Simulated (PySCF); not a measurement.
# SiSb (charge −1): what the fields show

```xyz
2

Si    0.0000    0.0000   -1.8678
Sb    0.0000    0.0000    0.4322
```

Core potentials replace the inner electrons of Sb.

These are results of PBE0/def2-TZVPPD, non-relativistic Hamiltonian with scalar-relativistic core potentials where named, at a bond length of 2.300 Å (PySCF 2.14.0), not measurements.

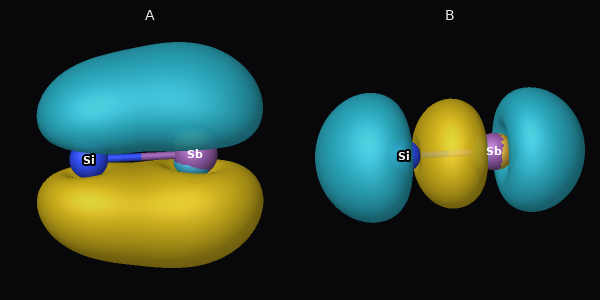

Figure 1. Two frontier orbitals, each drawn at the value that holds 80 % of its norm (yellow and cyan are the two phases), in no order; of a degenerate pair one member is drawn.

Question: Name the orbitals and rank them from lowest to highest energy.

Answer: Orbital B: σ, occupied, −1.07 eV; shared between the atoms (Si 50 %, Sb 50 %).
Orbital A: π, occupied, −0.91 eV; bonding, with no node between the atoms.

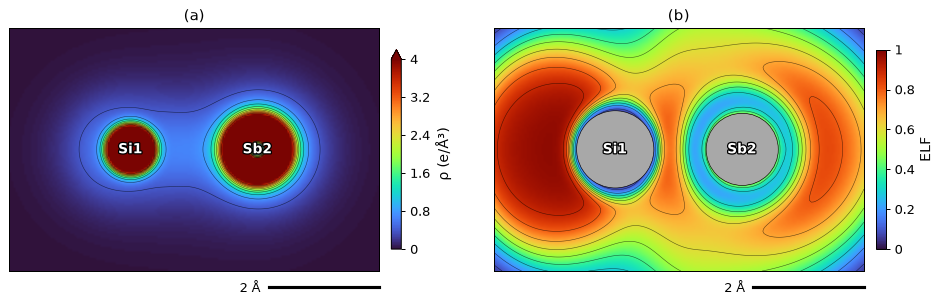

Figure 2. (a) electron density; (b) ELF on a plane that holds the molecular axis. Grey discs cover the atomic cores in the ELF map.

Question: Describe what can be read from this map.

Answer:
- Atoms in the plane: Si and Sb.
- Si–Sb (2.30 Å): ρ at the midpoint is about 0.69 e/Å³; the ELF peaks at about 0.75 in the valence shell of Si, 1.0 Å from its nucleus, and drops to about 0.20 between the two atoms.
- The ELF also peaks beside Si1 and Sb2, away from the bonds: lone-pair regions.

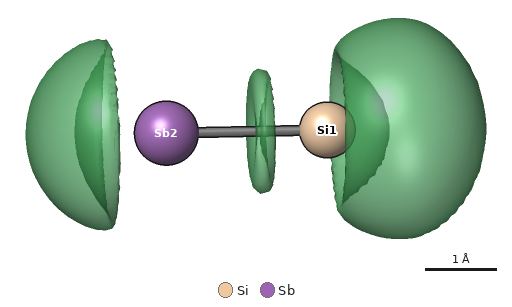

Figure 3. Isosurface of the electron localisation function at 0.75 (green), seen from one side. Core shells and regions of very low density are left out.

Question: Identify the bonds, lone pairs and shells in this picture.

Answer: The surface consists of one region between bonded Sb–Si atoms (shared pairs), one lobe on Sb, pointing away from the bonds (lone pairs) and one lobe on Si, pointing away from the bonds (lone pairs).
